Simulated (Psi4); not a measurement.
**BH2O (SMILES [BH]O) at UCCSD(T)/cc-pVTZ**

Aim: the vertical ionisation energy of BH2O at UCCSD(T)/cc-pVTZ, from 2 runs. 

Program for the calculation: Psi4 1.11.

6 further runs of the same task are left out: 4 that didn't finish, 2 set aside as unsound or not needed.

## Step 1: The system as given

The species is BH2O (4 atoms), meant as a doublet with charge 0. SMILES: `[BH]O`. The coordinates come from a PBE0-D4/def2-TZVP relaxation.

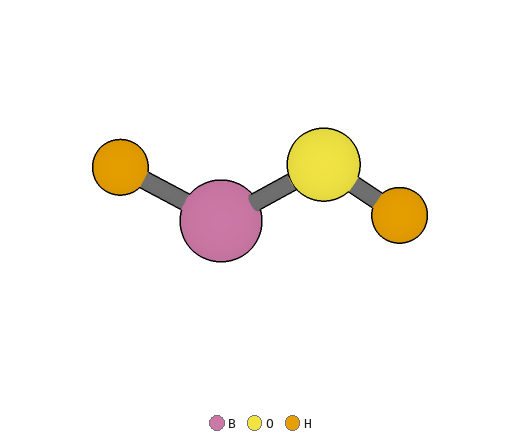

Viewed from a chosen angle; boron pink, oxygen yellow, hydrogen amber.

## Step 2: A single-point energy at UCCSD(T)/cc-pVTZ

File calc.py:

```python
import psi4

psi4.set_memory('1600 MB')
psi4.set_num_threads(1)
psi4.set_output_file('bh2o.out', False)

molecule = psi4.geometry("""
0 2
B     -0.006100    -0.485500     0.388300
O      0.119700     0.544500    -0.448600
H     -1.064200    -1.032400     0.540300
H      1.006100     0.913200    -0.500300
symmetry c1
no_reorient
no_com
""")

psi4.set_options({
    'reference': 'uhf',
    'puream': True,
    'e_convergence': 1e-09,
    'd_convergence': 1e-08,
    'scf_type': 'pk',
    'num_frozen_docc': 2,
    'maxiter': 200,
})

E, wfn = psi4.energy("ccsd(t)/cc-pVTZ", return_wfn=True)
print('E =', round(E, 9))
```

Run with:

```
$ python calc.py
```

bh2o.out:

```text
[...]
  Running in c1 symmetry.
[...]
  Nuclear repulsion =   25.941696431051930
[...]
  Multiplicity = 2
[...]
  Nalpha       = 8
  Nbeta        = 7
[...]
    Number of basis functions: 88
[...]
   @UHF iter   1:  -100.66300009034751   -7.89269e-01   4.59336e-03 DIIS/ADIIS
[...]
   @UHF iter  14:  -100.72948304950384   -2.06057e-12   4.19740e-09 DIIS
[...]
   @S^2 Observed:                7.537511944E-01
[...]
    Orbital Energies [Eh]
    ---------------------
    Alpha Occupied:
       1A    -20.595521     2A     -7.645717     3A     -1.393955
       4A     -0.787154     5A     -0.641116     6A     -0.583642
       7A     -0.555868     8A     -0.334349
    Alpha Virtual:
       9A      0.103491    10A      0.143951    11A      0.222644
      12A      0.257505    13A      0.262787    14A      0.319917
      15A      0.336483    16A      0.503040    17A      0.511484
      18A      0.541427    19A      0.578348    20A      0.632084
      21A      0.675046    22A      0.738768    23A      0.790386
      24A      0.831433    25A      0.922599    26A      0.932386
[...]
  @UHF Final Energy:  -100.72948304950384
   => Energetics <=
    Nuclear Repulsion Energy =             25.9416964310519305
    One-Electron Energy =                -188.7133971263456829
    Two-Electron Energy =                  62.0422176457899113
    Total Energy =                       -100.7294830495038411
  UHF NO Occupations:
  HONO-2 :    6  A 1.9994574
  HONO-1 :    7  A 1.9988747
[...]
 Multipole Moments:
 ------------------------------------------------------------------------------------
     Multipole            Electronic (a.u.)      Nuclear  (a.u.)        Total (a.u.)
 ------------------------------------------------------------------------------------
 L = 1.  Multiply by 2.5417464519 to convert [e a0] to [Debye]
 Dipole X            :         -1.1660092            1.6421720            0.4761628
 Dipole Y            :         -3.1746856            3.4190815            0.2443959
 Dipole Z            :          2.9702567           -3.0373568           -0.0671001
 Magnitude           :                                                    0.5394096
[...]
      * MP2 total energy                      = -101.050721589183794
[...]
      * CCSD total energy                     = -101.063994999798993
[...]
      * CCSD(T) total energy                     = -101.075721604117518
```

On the terminal:

```text
E = -101.075721604
```

Run time: 87 s. Hardware: 1 thread of Intel Xeon at 2.70GHz, shared host; peak memory 0.89 GiB.

## Step 3: The singlet cation, same level

File job.py:

```python
import psi4

psi4.set_memory('1600 MB')
psi4.set_num_threads(1)
psi4.set_output_file('run.log', False)

geom = psi4.geometry("""
1 1
B     -0.006100    -0.485500     0.388300
O      0.119700     0.544500    -0.448600
H     -1.064200    -1.032400     0.540300
H      1.006100     0.913200    -0.500300
symmetry c1
""")

options = {'puream': True, 'e_convergence': 1e-09, 'd_convergence': 1e-08, 'scf_type': 'pk', 'num_frozen_docc': 2}
psi4.set_options(options)

result = psi4.energy("ccsd(t)/cc-pVTZ", molecule=geom)
print(f'ccsd(t)/cc-pVTZ energy: {result:.10f} Eh')
```

Run with:

```
$ python job.py
```

run.log:

```text
[...]
  Running in c1 symmetry.
[...]
  Nuclear repulsion =   25.941696431051930
[...]
  Multiplicity = 1
[...]
  Nalpha       = 7
  Nbeta        = 7
[...]
    Number of basis functions: 88
[...]
   @RHF iter   1:  -100.34252172728588   -4.68790e-01   4.79191e-03 DIIS/ADIIS
[...]
   @RHF iter  11:  -100.42804635513465   -1.59588e-11   6.41988e-09 DIIS
[...]
    Orbital Energies [Eh]
    ---------------------
    Doubly Occupied:
       1A    -20.914997     2A     -8.048844     3A     -1.697254
       4A     -1.086721     5A     -0.907161     6A     -0.888724
       7A     -0.857801
[...]
  @RHF Final Energy:  -100.42804635513465
   => Energetics <=
    Nuclear Repulsion Energy =             25.9416964310519305
    One-Electron Energy =                -183.9364813666067562
    Two-Electron Energy =                  57.5667385804201786
    Total Energy =                       -100.4280463551346543
[...]
 Multipole Moments:
 ------------------------------------------------------------------------------------
     Multipole            Electronic (a.u.)      Nuclear  (a.u.)        Total (a.u.)
 ------------------------------------------------------------------------------------
 L = 1.  Multiply by 2.5417464519 to convert [e a0] to [Debye]
 Dipole X            :          0.7910402           -0.1051617            0.6858786
 Dipole Y            :         -1.0766916            0.2503438           -0.8263478
 Dipole Z            :          1.1469563           -0.2436892            0.9032671
 Magnitude           :                                                    1.4032717
[...]
      * MP2 total energy                      = -100.748744200123994
[...]
      * CCSD total energy                     = -100.758441826861315
[...]
      * CCSD(T) total energy                  = -100.771749031734359
```

Standard output:

```text
ccsd(t)/cc-pVTZ energy: -100.7717490317 Eh
```

Wall time 33 s (1 thread of Intel Xeon at 2.70GHz, shared host); peak memory 0.88 GiB.

## Step 4: Summary of results

At UCCSD(T)/cc-pVTZ, 2 core orbitals frozen:

| quantity | value |
| --- | --- |
| doublet BH2O: total energy | -101.07572 Eh |
| doublet BH2O: HOMO energy (Hartree–Fock orbitals) (highest over α and β) | -9.10 eV |
| doublet BH2O: LUMO energy (Hartree–Fock orbitals) (lowest over α and β) | 2.77 eV |
| doublet BH2O: correlation energy (2 core orbitals frozen) | -346.2 mEh |
| doublet BH2O: (T) correction | -11.73 mEh |
| doublet BH2O: ⟨S²⟩ of the reference determinant | 0.754 |
| doublet BH2O: T1 diagnostic | 0.023 |
| singlet cation: total energy | -100.77175 Eh |
| singlet cation: HOMO energy (Hartree–Fock orbitals) | -23.34 eV |
| singlet cation: LUMO energy (Hartree–Fock orbitals) | -7.29 eV |
| singlet cation: HOMO–LUMO gap (Hartree–Fock orbitals) | 16.05 eV |
| singlet cation: correlation energy (2 core orbitals frozen) | -343.7 mEh |
| singlet cation: (T) correction | -13.31 mEh |
| singlet cation: T1 diagnostic | 0.022 |
| vertical ionisation energy (to the singlet cation) | 8.272 eV |

What this shows: The vertical ionisation energy comes to 8.27 eV (191 kcal/mol). Only the singlet of the ionised species was computed; a triplet could lie lower. The triples (doublet BH2O) make up 3.4 % of the correlation energy. The T1 diagnostic (singlet cation) of 0.022 is above the customary mark for such species, so a single reference may not serve. The triples (singlet cation) make up 3.9 % of the correlation energy.
